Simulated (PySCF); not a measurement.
# C3H3F: spin-spin couplings and electronic excitations at several levels of theory, part 2 of 2

PySCF 2.14.0. Atoms count from 0. Earlier steps stand in the parts before.

## 9. Excited states and response: PBE0/def2-SVPD

What the job is given:

```
{"job": {"kind": "uv", "xc": "PBE0", "basis": "def2-SVPD", "ip": true}, "charge": 0, "multiplicity": 1}
F     -1.322955    -0.430021    -1.178800
C     -0.111625     0.009611    -0.703635
C      0.430089    -0.587111     0.522659
C     -0.052631     0.624393     0.626467
H      0.506613     0.328418    -1.554967
H      0.881632    -1.459317     0.990716
H     -0.298623     1.485421     1.244294
```

Method: TDDFT PBE0/def2-SVPD, vertical, gas phase, core orbitals frozen in the response.

Output:

```text
coarse grid: 6208 points
cycle   1  E = -215.4208321789  dE =  5.970e-01  |g| = 4.200e-01  |ddm| = 3.529e+00
cycle   2  E = -215.3994457183  dE =  2.139e-02  |g| = 5.825e-01  |ddm| = 8.582e-01
cycle   3  E = -215.4541496295  dE = -5.470e-02  |g| = 5.839e-02  |ddm| = 4.271e-01
cycle   4  E = -215.4547667906  dE = -6.172e-04  |g| = 2.022e-02  |ddm| = 9.058e-02
cycle   5  E = -215.4548676583  dE = -1.009e-04  |g| = 3.730e-03  |ddm| = 3.681e-02
cycle   6  E = -215.4548707218  dE = -3.063e-06  |g| = 1.518e-03  |ddm| = 7.439e-03
final grid: 61344 points
cycle   7  E = -215.4856671309  dE = -1.286e-05  |g| = 4.709e-03  |ddm| = 4.144e-02
cycle   8  E = -215.4856640730  dE =  3.058e-06  |g| = 6.401e-03  |ddm| = 1.422e-02
cycle   9  E = -215.4856722884  dE = -8.215e-06  |g| = 6.984e-04  |ddm| = 6.648e-03
cycle  10  E = -215.4856723849  dE = -9.652e-08  |g| = 1.010e-04  |ddm| = 9.636e-04
cycle  11  E = -215.4856723868  dE = -1.872e-09  |g| = 1.931e-05  |ddm| = 1.620e-04
cycle  12  E = -215.4856723868  dE = -6.025e-12  |g| = 1.890e-05  |ddm| = 5.033e-05
converged SCF energy = -215.4856723868

Static polarisability (au): isotropic 33.564, principal 27.644 36.184 36.865

Singlet excitations
state   eV       nm        f      main configurations
  1   6.2034    199.9   0.00070   H->L 0.94
  2   6.9984    177.2   0.03479   H-1->L 0.59, H-2->L 0.34
  3   7.7845    159.3   0.05763   H-2->L 0.60, H-1->L 0.29
  4   8.4460    146.8   0.03346   H-1->L+1 0.83, H->L+1 0.15
  5   8.4861    146.1   0.00716   H->L+1 0.78, H-1->L+1 0.15
  6   8.7795    141.2   0.07206   H->L+3 0.76, H-1->L+2 0.14
  7   8.7991    140.9   0.01846   H-1->L+2 0.44, H-1->L+3 0.39, H->L+2 0.08
  8   8.8051    140.8   0.04495   H-1->L+3 0.58, H-1->L+2 0.28
  9   8.8480    140.1   0.04699   H->L+2 0.85, H-1->L+2 0.14
 10   9.5393    130.0   0.00001   H-3->L 0.94

Triplet excitations (Tamm-Dancoff, eV): 4.6804 5.7191 6.8991 8.3129
Vertical ionisation energy (delta-SCF) = 10.9847 eV
```

Wall time 24 s (1 thread of Arm Neoverse V1, shared host); peak memory 0.46 GiB.

This run: HOMO -8.50 eV, LUMO -0.44 eV; lowest singlet 6.20 eV.

## 10. Excited states and response: BHandHLYP/def2-SVPD

The job, as its differences from that of step 9:

```diff
@@ -1,2 +1,2 @@
-{"job": {"kind": "uv", "xc": "PBE0", "basis": "def2-SVPD", "ip": true}, "charge": 0, "multiplicity": 1}
+{"job": {"kind": "uv", "xc": "BHandHLYP", "basis": "def2-SVPD", "ip": true}, "charge": 0, "multiplicity": 1}
 F     -1.322955    -0.430021    -1.178800
```

With the program's defaults for keys left out, this is: TDDFT BHandHLYP/def2-SVPD, vertical, gas phase, core orbitals frozen in the response.

Output:

```text
coarse grid: 6208 points
cycle   1  E = -215.5390173307  dE =  7.062e-01  |g| = 4.440e-01  |ddm| = 3.383e+00
cycle   2  E = -215.5441712278  dE = -5.154e-03  |g| = 4.758e-01  |ddm| = 7.663e-01
cycle   3  E = -215.5795544947  dE = -3.538e-02  |g| = 4.064e-02  |ddm| = 3.487e-01
cycle   4  E = -215.5798766377  dE = -3.221e-04  |g| = 1.484e-02  |ddm| = 5.833e-02
cycle   5  E = -215.5799289143  dE = -5.228e-05  |g| = 4.080e-03  |ddm| = 3.157e-02
cycle   6  E = -215.5799333250  dE = -4.411e-06  |g| = 6.726e-04  |ddm| = 7.395e-03
final grid: 61344 points
cycle   7  E = -215.6037093994  dE = -7.703e-06  |g| = 1.964e-03  |ddm| = 3.093e-02
cycle   8  E = -215.6037093796  dE =  1.977e-08  |g| = 2.134e-03  |ddm| = 4.599e-03
cycle   9  E = -215.6037101782  dE = -7.986e-07  |g| = 1.450e-04  |ddm| = 1.793e-03
cycle  10  E = -215.6037101819  dE = -3.685e-09  |g| = 6.740e-05  |ddm| = 3.008e-04
cycle  11  E = -215.6037101830  dE = -1.131e-09  |g| = 4.969e-06  |ddm| = 1.091e-04
cycle  12  E = -215.6037101830  dE = -8.129e-12  |g| = 1.969e-06  |ddm| = 1.613e-05
converged SCF energy = -215.6037101830

Static polarisability (au): isotropic 32.996, principal 27.149 35.897 35.942

Singlet excitations
state   eV       nm        f      main configurations
  1   6.6429    186.6   0.00059   H-1->L 0.97
  2   7.1803    172.7   0.07090   H->L 0.76, H-2->L 0.17
  3   7.9654    155.7   0.04470   H-2->L 0.70, H->L 0.17
  4   8.5253    145.4   0.03933   H->L+1 0.96
  5   8.9336    138.8   0.00207   H->L+2 0.98
  6   8.9587    138.4   0.05104   H->L+3 0.88
  7   8.9753    138.1   0.00377   H-1->L+1 0.73, H-1->L+3 0.19
  8   9.3158    133.1   0.08942   H-1->L+3 0.76, H-1->L+1 0.20
  9   9.4143    131.7   0.04993   H-1->L+2 0.97
 10  10.3637    119.6   0.15969   H->L+4 0.61, H->L+5 0.25

Triplet excitations (Tamm-Dancoff, eV): 4.6058 6.1837 7.2651 8.4155
Vertical ionisation energy (delta-SCF) = 10.8600 eV
```

Run time: 17 s. Hardware: 1 thread of Arm Neoverse V1, shared host; peak memory 0.46 GiB.

Key values: HOMO -9.55 eV, LUMO 0.69 eV; lowest singlet 6.64 eV.

## 11. Excited states and response: CAM-B3LYP/def2-SVPD

The job, as its differences from that of step 10:

```diff
@@ -1,2 +1,2 @@
-{"job": {"kind": "uv", "xc": "BHandHLYP", "basis": "def2-SVPD", "ip": true}, "charge": 0, "multiplicity": 1}
+{"job": {"kind": "uv", "xc": "CAM-B3LYP", "basis": "def2-SVPD", "ip": true}, "charge": 0, "multiplicity": 1}
 F     -1.322955    -0.430021    -1.178800
```

Method: TDDFT CAM-B3LYP/def2-SVPD, vertical, gas phase, core orbitals frozen in the response.

Output:

```text
coarse grid: 6208 points
cycle   1  E = -215.5517921302  dE =  6.817e-01  |g| = 4.545e-01  |ddm| = 3.463e+00
cycle   2  E = -215.5429781899  dE =  8.814e-03  |g| = 5.675e-01  |ddm| = 8.036e-01
cycle   3  E = -215.5920922512  dE = -4.911e-02  |g| = 4.150e-02  |ddm| = 3.877e-01
cycle   4  E = -215.5923986396  dE = -3.064e-04  |g| = 1.731e-02  |ddm| = 7.053e-02
cycle   5  E = -215.5924699373  dE = -7.130e-05  |g| = 4.583e-03  |ddm| = 3.346e-02
cycle   6  E = -215.5924753542  dE = -5.417e-06  |g| = 9.361e-04  |ddm| = 8.547e-03
final grid: 61344 points
cycle   7  E = -215.6289782898  dE = -1.372e-05  |g| = 2.689e-03  |ddm| = 3.693e-02
cycle   8  E = -215.6289777960  dE =  4.938e-07  |g| = 3.361e-03  |ddm| = 5.507e-03
cycle   9  E = -215.6289796474  dE = -1.851e-06  |g| = 1.918e-04  |ddm| = 2.374e-03
cycle  10  E = -215.6289796544  dE = -7.010e-09  |g| = 8.835e-05  |ddm| = 4.247e-04
cycle  11  E = -215.6289796564  dE = -2.007e-09  |g| = 7.937e-06  |ddm| = 1.463e-04
cycle  12  E = -215.6289796565  dE = -2.234e-11  |g| = 3.584e-06  |ddm| = 2.393e-05
converged SCF energy = -215.6289796565

Static polarisability (au): isotropic 33.576, principal 27.707 36.274 36.745

Singlet excitations
state   eV       nm        f      main configurations
  1   6.2807    197.4   0.00064   H-1->L 0.96
  2   7.0355    176.2   0.04659   H->L 0.65, H-2->L 0.26
  3   7.7832    159.3   0.05646   H-2->L 0.62, H->L 0.26
  4   8.4480    146.8   0.03878   H->L+1 0.96
  5   8.5738    144.6   0.00010   H-1->L+1 0.73, H-1->L+3 0.23
  6   8.8556    140.0   0.05177   H->L+3 0.92
  7   8.8685    139.8   0.00448   H->L+2 0.96
  8   8.9627    138.3   0.07214   H-1->L+3 0.70, H-1->L+1 0.24
  9   9.0425    137.1   0.04474   H-1->L+2 0.96
 10   9.9329    124.8   0.01920   H-2->L+1 0.58, H-2->L+3 0.25, H-3->L 0.10

Triplet excitations (Tamm-Dancoff, eV): 4.7078 5.8437 7.0106 8.3398
Vertical ionisation energy (delta-SCF) = 11.0883 eV
```

Wall time 26 s (1 thread of Arm Neoverse V1, shared host); peak memory 0.47 GiB.

In short: HOMO -9.89 eV, LUMO 0.72 eV; lowest singlet 6.28 eV.

## 12. Side by side: spin-spin couplings

Couplings (Hz), each a mean over the pairs like the one named, with basis size and wall time:

```
            run   F0–C1  C2–H5  C1–H4  F0–H4  C2–C3  C1–C2  F0–C2  functions   time
B3LYP/def2-TZVP  -344.1  228.2  218.3  111.2   52.1   14.8   13.3        142   11 s
  B3LYP/cc-pVTZ  -299.5  225.5  205.1   98.2   79.6   18.8    7.6        162   13 s
   B3LYP/6-31G*  -245.8  216.5  215.5   92.1   57.1   26.1   21.9         62  4.3 s
```

## 13. Comparing the runs: electronic excitations

Excitations and ground-state properties, with basis size and wall time:

```
                run  lowest singlet (eV)  brightest (eV)      f  gap (eV)  α (Å³)  μ (D)  functions   time
       HF/def2-SVPD                 7.30           10.84  0.153     13.85    4.78   2.48        107  3.2 s
      LDA/def2-SVPD                 5.55            8.43  0.058      5.35    5.17   2.23        107   25 s
      PBE/def2-SVPD                 5.63            7.95  0.058      5.46    5.15   2.19        107   32 s
    B3LYP/def2-SVPD                 6.10            8.55  0.056      7.56    5.04   2.30        107   20 s
     PBE0/def2-SVPD                 6.20            8.78  0.072      8.07    4.97   2.29        107   24 s
BHandHLYP/def2-SVPD                 6.64           10.36  0.160     10.24    4.89   2.40        107   17 s
CAM-B3LYP/def2-SVPD                 6.28            8.96  0.072     10.61    4.98   2.36        107   26 s
```

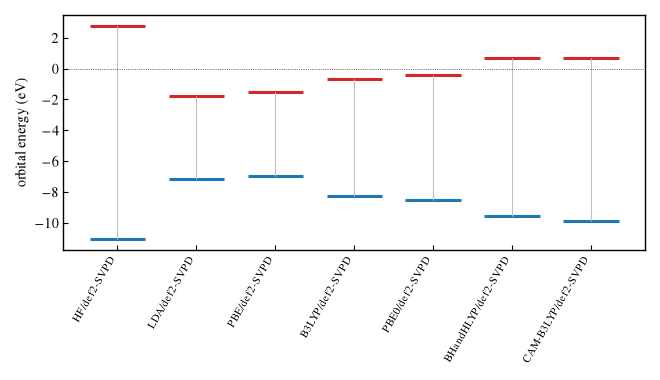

HOMO (blue) and LUMO (red) run by run.

## 14. Results

What follows sums up all 2 parts.

| quantity | value |
| --- | --- |
| largest coupling of the table (B3LYP/def2-TZVP) | 1J(F,C) F0–C1, -344.1 Hz |
| lowest singlet (HF/def2-SVPD) | 7.30 eV (170 nm), f = 0.113 |
| brightest single state of those computed | state 10, 10.84 eV, f = 0.153 |
| lowest triplet | 4.09 eV |
| vertical ionisation energy (ΔSCF) | 9.74 eV |
| range of J(F0,C1), mean over like pairs | -344.1 to -245.8 Hz |
| range of the lowest singlet | 5.55 to 7.30 eV |

Single values in the summary come from the first sound run of each kind (B3LYP/def2-TZVP; HF/def2-SVPD), which need not be the best level. In the run at B3LYP/def2-TZVP, the largest coupling of the table is F0–C1, -344.1 Hz, of which the Fermi-contact term gives -371.0 Hz. The first singlet state (HOMO→LUMO+3 0.62, HOMO→LUMO+1 0.18) lies at 7.30 eV and is bright; of the 10 states computed, the strongest absorption comes from state 10 at 10.84 eV (the last computed, so partners may be missing). The lowest triplet lies 3.21 eV below the lowest singlet (triplets in Tamm-Dancoff, singlets in full TDDFT). At HF/def2-SVPD, the highest states lie near or above the ionisation energy, where they hang on the basis. ΔSCF puts the ionisation energy at 9.74 eV, 1.33 eV below −ε(HOMO). The coupling F0–C1, as a mean over pairs of its kind, runs from -344.1 Hz (B3LYP/def2-TZVP) to -245.8 Hz (B3LYP/6-31G*). The lowest singlet runs from 5.55 eV (LDA/def2-SVPD) to 7.30 eV (HF/def2-SVPD), while the orbital gap spans 5.35 to 13.85 eV: the excitation energy moves far less from run to run than the orbital gap does. The lowest state need not be the same one in every run. The runs solved for a few states only, so the brightest column depends on that window. Couplings from bases without tight functions are rough.
